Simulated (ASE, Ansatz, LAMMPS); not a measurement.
## Twisted graphene bilayer, 56.11° (868 atoms): support functions against a reference

Wanted: errors and times of a linear-scaling basis for twisted graphene bilayer, 56.11° (868 atoms).

Main program and level: Ansatz 0.2.0; Kohn-Sham DFT, PBE+D3(BJ), PAW (set soft_2), plane waves.

## Step 1: Set-up

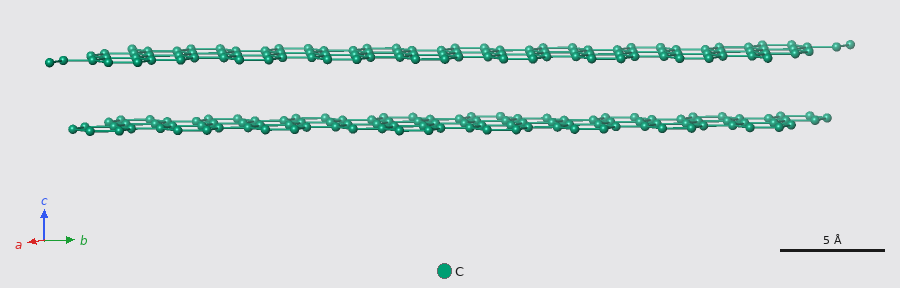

The starting structure, seen in part (carbon teal). Drawn is a slice 8 Å thick, seen along the normal of the bc plane.

The cell holds 868 atoms: 868 C. Cell: a = 36.238 Å, b = 36.238 Å, c = 17.430 Å, α = 90.0°, β = 90.0°, γ = 120.0°. It derives from C (graphene). Graphene (a = 2.46 Å) under graphene (a = 2.46 Å), bilayer, commensurate cell of 217 unit cells a layer, twist 56.11 deg; facing planes 3.43 Å apart as built; 14 Å of vacuum; minimised with a classical potential. Regions: layer 1, 434 atoms (434 C); layer 2, 434 atoms (434 C). Vacuum lies along c.

What the set-up can't give: Beside vacuum, support functions can miss their usual error bounds without a warning. The Brillouin zone is sampled at Γ only, in a cell whose shortest periodic width is 31 Å.

## Step 2: Making the structure

A minimisation with a classical potential prepares the built cell.

This step: classical potential: AIREBO (Stuart, Tutein and Harrison, J. Chem. Phys. 112, 6472 (2000)) (LAMMPS stable Jul 2025 - Update 4).

in.lammps reads:

```
units metal
atom_style atomic
boundary p p p
atom_modify map array
read_data structure.data
pair_style airebo 3.0 1 1
pair_coeff * * CH.airebo C
thermo_style custom step temp pe press lx ly lz fmax
thermo 200
min_style cg
minimize 0 1e-4 3000 30000
write_data relaxed.data nocoeff
```

Run with:

```
> lmp -in in.lammps -log log.lammps -screen none -nocite
```

Numbers of over 12 decimals in the logs are rounded to 6 here.

The program printed:

```text
LAMMPS (22 Jul 2025 - Update 4)
  868 atoms
   Step          Temp          PotEng         Press            Lx             Ly             Lz            Fmax     
         0   0             -6449.9264     -51808.281      36.2381        31.383115      17.43          0.0094150668 
        53   0             -6449.9589     -51626.965      36.2381        31.383115      17.43          7.4309793e-06
Loop time of 1.83083 on 1 procs for 53 steps with 868 atoms
Minimization stats:
  Stopping criterion = force tolerance
  Energy initial, next-to-last, final = 
      -6449.9264068547  -6449.95892758433  -6449.95892758445
  Force two-norm initial, final = 0.15116635 9.1963264e-05
  Force max component initial, final = 0.0094150668 7.4309793e-06
  Iterations, force evaluations = 53 106
```

The job ended after 2.4 s (1 thread of Intel Xeon at 2.80GHz (Skylake/Cascade Lake), shared host).

## Step 3: Plane-wave single point

The first run fixes the reference, at a cutoff of 420 eV.

input.yaml reads:

```yaml
crystal:
  lattice:
    - [36.2381, 0.0, 0.0]
    - [-18.11905, 31.38312, 0.0]
    - [0.0, 0.0, 17.43]
  atoms:
    - { symbol: C, position: [0.04304, 0.92475, 0.40209] }
    - { symbol: C, position: [0.04458, 0.88636, 0.40214] }
    - { symbol: C, position: [0.07989, 0.00309, 0.40206] }
    - { symbol: C, position: [0.08143, 0.9647, 0.40209] }
    - { symbol: C, position: [0.04766, 0.80955, 0.40226] }
    - { symbol: C, position: [0.0492, 0.77115, 0.40234] }
    - { symbol: C, position: [0.08452, 0.8879, 0.40218] }
    - { symbol: C, position: [0.08606, 0.8495, 0.40225] }
    - { symbol: C, position: [0.12138, 0.96624, 0.40213] }
    - { symbol: C, position: [0.12292, 0.92784, 0.40218] }
    - { symbol: C, position: [0.05227, 0.69434, 0.40248] }
    - { symbol: C, position: [0.05379, 0.65594, 0.40254] }
    - { symbol: C, position: [0.08914, 0.77269, 0.40238] }
    - { symbol: C, position: [0.09067, 0.73429, 0.40246] }
    - { symbol: C, position: [0.126, 0.85104, 0.4023] }
    - { symbol: C, position: [0.12754, 0.81263, 0.40238] }
    - { symbol: C, position: [0.16286, 0.92938, 0.40224] }
    - { symbol: C, position: [0.1644, 0.89098, 0.40231] }
    - { symbol: C, position: [0.19971, 0.00772, 0.40223] }
    - { symbol: C, position: [0.20126, 0.96932, 0.40227] }
    - { symbol: C, position: [0.05685, 0.57912, 0.40261] }
    - { symbol: C, position: [0.05837, 0.54071, 0.40263] }
    - { symbol: C, position: [0.09373, 0.65747, 0.40256] }
    - { symbol: C, position: [0.09525, 0.61906, 0.40262] }
    - { symbol: C, position: [0.13061, 0.73582, 0.40249] }
    - { symbol: C, position: [0.13213, 0.69741, 0.40257] }
    - { symbol: C, position: [0.16747, 0.81417, 0.40242] }
    - { symbol: C, position: [0.16901, 0.77577, 0.4025] }
    - { symbol: C, position: [0.20434, 0.89252, 0.40237] }
    - { symbol: C, position: [0.20587, 0.85411, 0.40244] }
    - { symbol: C, position: [0.24119, 0.97086, 0.40234] }
    - { symbol: C, position: [0.24273, 0.93246, 0.40239] }
    [... 830 atom lines left out ...]
    - { symbol: C, position: [0.03376, 0.87862, 0.59787] }
    - { symbol: C, position: [0.0353, 0.91857, 0.59791] }
    - { symbol: C, position: [0.99228, 0.80029, 0.59777] }
    - { symbol: C, position: [0.99382, 0.84023, 0.59784] }
    - { symbol: C, position: [0.99691, 0.92011, 0.59794] }
    - { symbol: C, position: [0.99845, 0.96006, 0.59797] }
kpoints:
  mp_grid: { grid: [1, 1, 1] }
hamiltonian:
  xc: pbe
  dispersion: d3bj
scf:
  occupations: { method: gaussian, width: 0.05 }
output:
  forces: true
  populations: intrinsic
  dos:
    method: { smearing: { sigma: 0.1 } }
    de: 0.1
    projected: { site_lists: { C: [C] } }
  eigenvalues: true
```

Run with:

```
> ansatz run input.yaml --threads 32 --pin off --max-ram 143360MiB --backend cuda --events-out ev --progress --plain --runs-dir out
```

The program printed:

```text
Warning: the atoms were moved onto the symmetric positions of the space group found under crystal.symmetry.tolerance 1.0e-5 (fractional; no operation is sought that the atoms, as they stand in a round, miss by more than twice it, and no atom is moved by as much as it), and the run uses the moved positions. [...]
Engine: ansatz 0.2.0, aarch64-unknown-linux-gnu
Pseudopotentials: kind: paw
Pseudopotential: C, paw, valence charge 4, recommended cutoff 420 eV (normal), C.paw.azcp
[...]
Crystal: 868 atoms, lattice volume = 19822.523 Å³
Basis set: ecut = 420 eV, 387347 PW (Γ), exchange–correlation on 486×486×240 points (8 copies of the dense FFT grid, shifted against one another)
Bands: 2604, of which v1, the nominal top of the filled ones, is band 1736 counted from 1 (1735 counted from 0)
Symmetry: 12 space group operations
Space group: P622 (ITA 177), of the structure as read, at distance tolerance 2.7e-4 Å
k-points: 1
[... 3 lines on functional and potentials left out ...]
Initial density: superposition of atomic densities (neutral atoms: chi_scale 0, normalization atom), corrected by the library's trained network
Initial wavefunctions: pseudopotential atomic-orbital guess
[...]
Functional: x = pbe(κ = 0.804, μ = 0.219515), c = pbe(β = 0.066725)
SCF iter   1: F=—  HF=-217914.932228 eV  |F-HF|=—  |Δ(HF+E_count)|=         —  Δρ=2.28e-3  dr2=1.25e0  ethr=1.77e-3  ⟨swp⟩=8.0  Hψ=13417  notcnv=0  defer=679
preconditioner: auto → Resta (q_TF=auto, 2.041 Å⁻¹)  ε∞=2.0  [insulator: Δε(μ)=0.848 eV  Ē_g=15.228 eV  σ=0.050 eV  W_gap=1.00  n_scr=2836 (ndim 8)  ℏωp=15.5 eV  f_vac=0.597  D(μ)=0.00/eV (n_scr^D=0)  ε∞_Penn≈2.0  vacuum switching on, ρ_ref=1.7e-2 e/Å³]
SCF iter   2: F=—  HF=-217914.788256 eV  |F-HF|=—  |Δ(HF+E_count)|=   1.44e-1  Δρ=1.07e-3  dr2=2.28e-1  ethr=3.60e-5  ⟨swp⟩=2.0  Hψ=4008  notcnv=0  defer=770
SCF iter   3: F=—  HF=-217914.799384 eV  |F-HF|=—  |Δ(HF+E_count)|=   1.11e-2  Δρ=2.24e-4  dr2=2.38e-2  ethr=6.57e-6  ⟨swp⟩=2.0  Hψ=3484  notcnv=0  defer=770
SCF iter   4: F=—  HF=-217914.812871 eV  |F-HF|=—  |Δ(HF+E_count)|=   1.35e-2  Δρ=1.45e-4  dr2=9.24e-2  ethr=6.85e-7  ⟨swp⟩=2.0  Hψ=3044  notcnv=0  defer=770  recentre
SCF iter   5: F=—  HF=-217914.809998 eV  |F-HF|=—  |Δ(HF+E_count)|=   2.87e-3  Δρ=1.12e-4  dr2=8.87e-3  ethr=6.85e-7  ⟨swp⟩=2.0  Hψ=2666  notcnv=0  defer=770
SCF iter   6: F=—  HF=-217914.815507 eV  |F-HF|=—  |Δ(HF+E_count)|=   5.51e-3  Δρ=3.15e-5  dr2=6.13e-4  ethr=2.55e-7  ⟨swp⟩=2.0  Hψ=2642  notcnv=0  defer=770
[...]
SCF iter   9: F=—  HF=-217914.825218 eV  |F-HF|=—  |Δ(HF+E_count)|=   1.97e-5  Δρ=1.95e-6  dr2=9.46e-7  ethr=2.07e-10  ⟨swp⟩=2.0  Hψ=2642  notcnv=0  defer=856
SCF iter  10: F=—  HF=-217914.825225 eV  |F-HF|=—  |Δ(HF+E_count)|=   6.90e-6  Δρ=6.34e-7  dr2=2.32e-7  ethr=2.72e-11  ⟨swp⟩=3.0  Hψ=2804  notcnv=0  defer=856
SCF iter  11: F=-217914.825225 eV  HF=-217914.825225 eV  |F-HF|=4.77e-8  |Δ(HF+E_count)|=   7.67e-8  Δρ=3.48e-7  dr2=2.02e-8  ethr=2.88e-12  ⟨swp⟩=37.0  Hψ=27299  notcnv=0
SCF 1 converged in 11 iterations: F = -217914.825225 eV  dr2 = 2.02e-8
  greatest PAW one-centre occupation: 0.674 electrons in one spin orbital (limit 2), on the C atom at site 744 (counted from 0), in its partial waves of l = 0
SCF converged after 11 iterations
Free energy (F): -217914.825225 eV
Harris-Foulkes:  -217914.825225 eV  (|F-HF|=4.77e-8)
Internal energy: -217914.825225 eV  (E = F + TS)
E sigma→0 (E₀):  -217914.825225 eV
Fermi energy:    0.114883 eV
--- Per-component energies (eV) ---
  E_band       = -31487.719387
  E_kinetic    = 79061.477500
  E_local      = -1314401.261068  (includes V_loc(G=0)·N_el)
  E_nonlocal   = 23736.764414
  E_hartree    = 618836.187366
  E_xc         = -41701.839072
  E_vxc        = -51631.712170  (∫ρ·V_xc dr)
  E_paw        = -86246.831435  (= ΣΔE_a)
  E_vpaw       = -5925.308859  (= ΣTr[D̂ρ^β])
  E_aug_tail   = 0.006717  (compensation charges beyond the density's cutoff)
  E_ewald      = 502903.872817
  E_disp       = -103.202464  (pairwise vdW)
  E_smearing   = -0.000000  (= −TS)
  E_closure    = 0.000000  (closes the sum)
  Σ components = -217914.825225   (vs F -217914.825225, Δ=0.00e0)
--- Forces (eV/Å), atoms counted from 1 ---
[... 868 lines of forces left out ...]
  max |Σ_I F_I| component: 2.36e-16 eV/Å
--- Band table (eV) ---
[... left out ...]
--- intrinsic populations: 868 sites ---
  site symbol       q [e]
[... 868 lines, one an atom, left out ...]
  spilling = 0.000000 (of n_electrons = 3472.000000)
```

Elapsed: 35 s, on 1 × NVIDIA GB200 with 32 threads of Arm Neoverse V2, shared host; peak memory 12 GiB.

Reading the cycles: dr2 is the Hartree energy of the density residual (eV), the measure of convergence; HF is the Harris–Foulkes estimate of the energy, which meets the free energy F at convergence.

That memory is the host's. Forces of this run were stored rounded, and per-atom blocks of the log weren't kept.

The program notes that positions were snapped to a detected symmetry.

Read from the output:

```yaml
free_energy: -217914.8252 eV
free_energy_per_atom: -251.0539 eV/atom
scf_cycles: 11
r_m_s_force_component: 0.01268 eV/Å
longest_force: 0.03574 eV/Å
fermi_energy: 0.1149 eV
```

Intrinsic-atomic-orbital charges by element:

| element | coordination | atoms | mean charge (e) | spread | least | most |
| --- | --- | --- | --- | --- | --- | --- |
| C | all | 868 | 0 | 8.0e-4 | -0.0017 | 0.0017 |

By region:

```csv
region,atoms,mean length of the force (eV/Å)
layer 1,434,0.02
layer 2,434,0.02
```

States in the cell by windows of 1 eV, zero at the Fermi level; some projections on atomic orbitals stand beside the total:

```
from (eV)  to (eV)  total    C p
      -10       -9  107.9   91.1
       -9       -8  222.7  185.0
       -8       -7  312.4  283.5
       -7       -6  364.5  351.6
       -6       -5  291.0  279.1
       -5       -4  273.5  267.8
       -4       -3  221.5  219.9
       -3       -2  208.7  208.1
       -2       -1   85.1   84.8
       -1        0   24.4   24.3
        0        1   24.3   24.0
        1        2  159.7  154.8
        2        3  137.5  132.3
        3        4  133.0   86.3
        4        5  202.9   96.6
```

Between -20 and -10 eV lie 1360 more states.

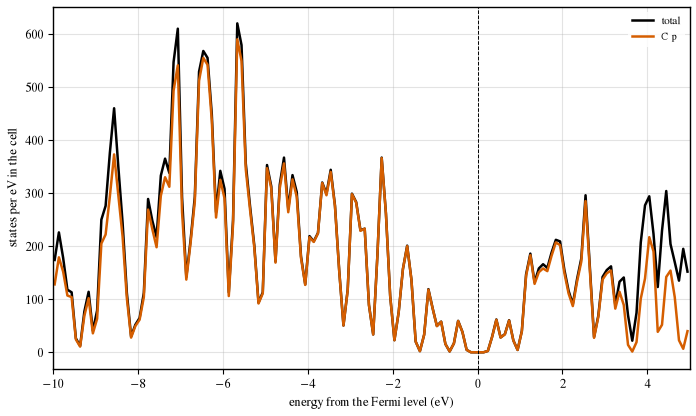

Total and projected density of states, with the broadening of the input.

Not all projections were asked for or kept, so they needn't add up to the total.

The levels nearest the highest filled one (over half full), pooled over k-points and spins:

```
level less the highest filled one (eV)  occupation
                               -0.0121           2
                               -0.0121           2
                               -0.0121           2
                               -0.0121           2
                               -2.0e-4           2
                                     0           2
                                 0.847           0
                                 0.847           0
                                 0.870           0
                                 0.870           0
                                 0.870           0
                                 0.870           0
```

Intrinsic-atomic-orbital charges run from -0.00 to +0.00 e.

## Step 4: Structure statistics

These statistics describe the geometry on which the runs were made.

Normalised to the volume that the atoms fill. Pair distribution function in bins of 0.2 Å:

```csv
r (Å),total
1.40,4.17
1.60,0.00
1.80,0.00
2.00,0.00
2.20,0.00
2.40,2.77
2.60,0.00
2.80,1.06
3.00,0.00
3.20,0.00
3.40,0.20
3.60,0.38
3.80,1.55
4.00,0.33
4.20,1.26
4.40,0.31
4.60,0.29
4.80,0.29
5.00,0.96
5.20,0.91
5.40,0.24
5.60,0.50
5.80,0.24
6.00,0.23
6.20,0.66
6.40,0.21
6.60,0.99
6.80,0.20
```

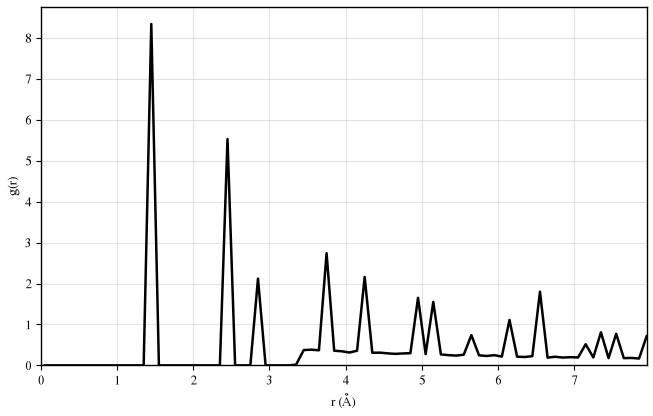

Pair distribution functions.

Bonds by pair of elements; cutoffs follow the first minimum of g(r), held within bounds set by covalent radii, and pairs that aren't listed don't count as bonded:

```csv
pair A-B,cutoff (Å),bonds,mean length (Å),spread (Å),shortest (Å),B about A,A about B
C-C,1.82,1302,1.42,0,1.42,3,3
```

How many atoms have how many bonded neighbours:

| element | mean | 3 |
| --- | --- | --- |
| C | 3 | 868 |

Bond angles, per cent of each kind in bins of 5°:

```csv
angle (°),C-C-C
115–120,54.2
120–125,45.8
```

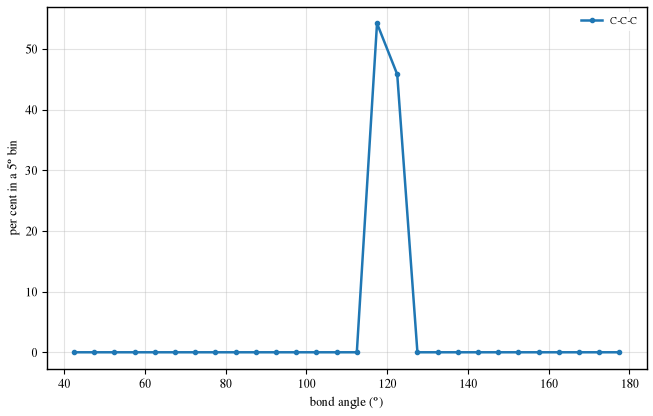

Distributions of the most common bond angles.

Bond angles (no mean is given where the spread exceeds 20°):

```csv
angle,count,mean (°),spread (°)
C-C-C,2604,120,0
```

With the cutoffs above, all C atoms have 3 bonded neighbours.

Local excerpt of 13 atoms (numbers count through the whole input) about C613, picked at random; x, y, z are measured from there.

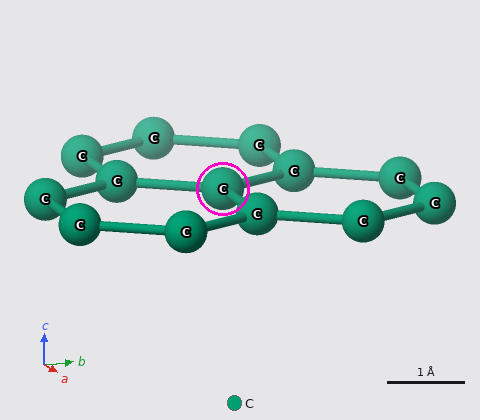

The atoms of the table, within 2.8 Å (arrows a, b, c point along x, y, z); some may hide others; the central atom is ringed.

```csv
atom,x,y,z,distance (Å),bonds
C613,0.00,0.00,0.00,0.00,3
C614,-0.67,1.25,0.00,1.42,3
C590,1.42,-0.05,0.00,1.42,3
C616,-0.75,-1.21,0.00,1.42,3
C461,-2.09,1.30,0.00,2.46,3
C589,2.09,-1.30,0.00,2.46,3
C615,-0.08,-2.46,0.00,2.46,3
C639,-2.17,-1.16,0.00,2.46,3
C449,0.08,2.46,0.00,2.46,3
C441,2.17,1.16,0.00,2.46,3
C592,1.34,-2.51,0.00,2.84,3
C640,-2.84,0.10,0.00,2.84,3
C442,1.50,2.41,0.00,2.84,3
```

The column of bonds counts only the pairs C-C within 1.82 Å; other neighbours, such as metal atoms beside each other in a compound, aren't counted, and periodic images can show an atom twice.

## Step 5: Support functions medium

With localised support functions most steps grow linearly with size, though the diagonalisation grows faster unless the density matrix is cut; this run measures error and cost at this size. The level medium gives here a grid of 162×162×90 points and a radius of 3.48 Å.

This step: Kohn-Sham DFT, PBE+D3(BJ), PAW (set soft_2), localised support functions (medium) (Ansatz 0.2.0).

input.yaml, the sections that differ from step 3:

```yaml
scf:
  occupations: { method: gaussian, width: 0.05 }
  eigensolver: { kind: { support_functions: { accuracy: medium } } }
  mixing: { beta: 0.2 }
  max_iter: 150
output:
  forces: true
  eigenvalues: true
# crystal, kpoints, hamiltonian: as in step 3
```

The program printed:

```text
Warning: scf.eigensolver.kind.support_functions: disabling space-group detection — the functions' gradient is summed over unrotated k-points, so no spatial operation reduces the k-mesh or symmetrises the density; time reversal is kept, so that k and −k are solved as one point where they differ and the mesh holds both, and exact exchange and, on two spinor components, a DFT+U term hold to it where the run has them: [...]
settings of this run that can trade accuracy for cost: scf.eigensolver.kind.support_functions [...]
[...]
device memory: the entry about to start is reckoned to put 21.0 GiB on a device that reports 182.5 GiB free
GPU FFT provider: cuFFT
GPU libraries: cuBLAS 13.8.1, cuFFT 12.4.0, cuSOLVER 12.3.2
GPU matrix products: emulated (plane waves: as basis.precision tells), large ones in fixed point in workspaces of 1.00 GiB
Crystal: 868 atoms, lattice volume = 19822.523 Å³
Basis set: ecut = 420 eV, 387347 PW (Γ), exchange–correlation on 486×486×240 points (8 copies of the dense FFT grid, shifted against one another)
Bands: 2084, of which v1, the nominal top of the filled ones, is band 1736 counted from 1 (1735 counted from 0)
Symmetry: 1 space group operations
k-points: 1
[...]
GPU buffer pool allocated for 7085880 grid points (all kernels)
Eigensolver: Support functions (medium, 162×162×90 points, laid for a spacing of at most 0.228497 Å, radius 3.483834 Å, 656 sites without an atom, 1 species' potentials softened for the grid, 1 wholly corrected for its errors in the mean over positions, 1 with the egg-box correction, energy correction by stochastic trace)
[...]
SCF iter   1: F=—  HF=-218116.571826 eV  |F-HF|=—  |Δ(HF+E_count)|=         —  Δρ=6.66e-2  dr2=8.59e2  ethr=1.00e-1
[...]
SCF iter  14: F=-217918.105514 eV  HF=-217918.105514 eV  |F-HF|=4.56e-7  |Δ(HF+E_count)|=   2.40e-3  Δρ=2.45e-6  dr2=7.92e-7  ethr=2.12e-10
SCF 1 converged in 14 iterations: F = -217918.137222 eV  dr2 = 7.92e-7
[...]
SCF converged after 14 iterations
Stability not checked: this state was not tested for a lower state beside it, because the mixer in use, unlike msr1, does not test its closes by its own steps (another_mixer; see scf.mixing.algorithm and scf.lower_state_search)
Free energy (F): -217918.137222 eV
[...]
Internal energy: -217918.137222 eV  (E = F + TS)
E sigma→0 (E₀):  -217918.137222 eV
Fermi energy:    0.114623 eV
[...]
--- Forces (eV/Å), atoms counted from 1 ---
[... 868 lines of forces left out ...]
  max |Σ_I F_I| component: 1.17e-2 eV/Å
--- Band table (eV) ---
[... left out ...]
```

Run time: 14 s. Hardware: 1 × NVIDIA GB200 with 32 threads; peak memory 4.2 GiB.

That memory is the host's; the program planned up to 21 GiB on the GPU.

The program notes that the band table was not solved further than the SCF left it and it switched symmetry off. Further notices: band edge not converged.

Keys that differ from the reference: support_functions.accuracy = "medium", scf.max_iter = 150 and scf.mixing.beta = 0.2.

Forces differ from the reference by 4.9 meV/Å r.m.s.; the energy by -3.8 meV/atom.

## Step 6: Cost against change

Each row is set against the plane-wave reference (Kohn-Sham DFT, PBE+D3(BJ), PAW (set soft_2), plane waves; r.m.s. force component 0.0127 eV/Å). Energies are set beside the reference only for runs with its functional, potentials and electron count. Times are for 1 × NVIDIA GB200 with 32 threads of Arm Neoverse V2, shared host. The reference's time includes the DOS, which some other runs skip.

```csv
run,"Δ force, r.m.s. (meV/Å)",Δ energy (meV/atom),cycles,time,host memory (GiB)
reference,-,-,11,35 s,12
support functions medium,4.92,-3.82,14,14 s,4.2
```

## Step 7: Results

```
free energy per atom        : -251.0539 eV/atom
r.m.s. force component      : 0.01268 eV/Å
wall time of the 2 DFT runs : 48 s
```

**Reading.** The setting support functions medium changes forces by 4.9 meV/Å r.m.s. Differences between support functions and plane waves include what basis error the plane-wave run still has.

No gap is quoted: the bands of a honeycomb sheet meet or nearly meet at one point of the zone, so the spacing of levels depends on whether the mesh holds it and on how the neighbours disturb the sheet. With the cutoffs above, all C atoms have 3 bonded neighbours.

[Logs are printed without paths, hosts, clocks, repeated set-up lines and the standing remarks that a program may print on its own settings, such as how far it seeks lower states.]

[Hosts, paths, dates, database ids (printed as entryN), source tags and the programs' standing remarks are cut or masked in the printed files.]
